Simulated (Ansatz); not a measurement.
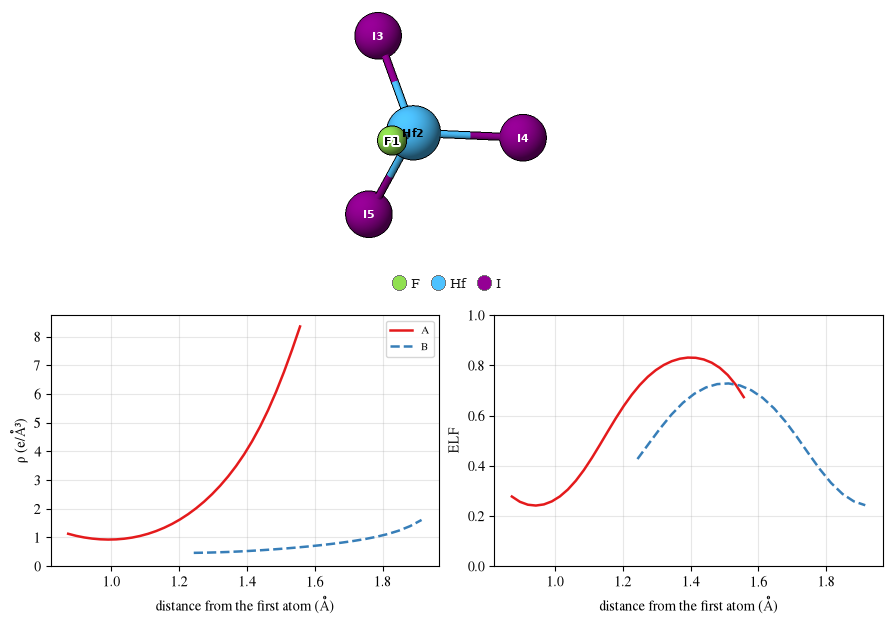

The picture shows: FHfI$_{3}$ (SMILES [F][Hf]([I])([I])[I]). Electron density and electron localisation function along straight lines between neighbouring atoms. The curves leave out the atomic cores. The structure is drawn too.

Geometry: PBE0-D4/def2-SVP; core potentials replace the inner electrons of Hf and I.

These are results of isolated molecule in a Gaussian basis; Kohn-Sham density functional theory, functional PBE0 in Ansatz 0.2.0, not measurements.

```
atom    x (Å)    y (Å)    z (Å)
   F  -0.7104   0.0646   1.9115
  Hf  -0.1665   0.1685   0.1077
   I   1.9641  -1.4280  -0.2608
   I  -2.1912  -0.6326  -1.4679
   I   0.4874   2.7112  -0.4677
```

Q: Which curve belongs to which contact (Hf–F and Hf–I)? The first atom named is at distance zero.

A: Curve A: Hf–F (1.89 Å): ρ at the midpoint is about 0.96 e/Å³; the ELF peaks at about 0.85 in the valence shell of F, 0.5 Å from its nucleus, and drops to about 0.25 between the two atoms. Curve B: Hf–I (2.69 Å): the density is about 0.49 e/Å³ at the midpoint; the ELF peaks at about 0.75 in the valence shell of I, 1.2 Å from its nucleus, and is about 0.60 at the midpoint.
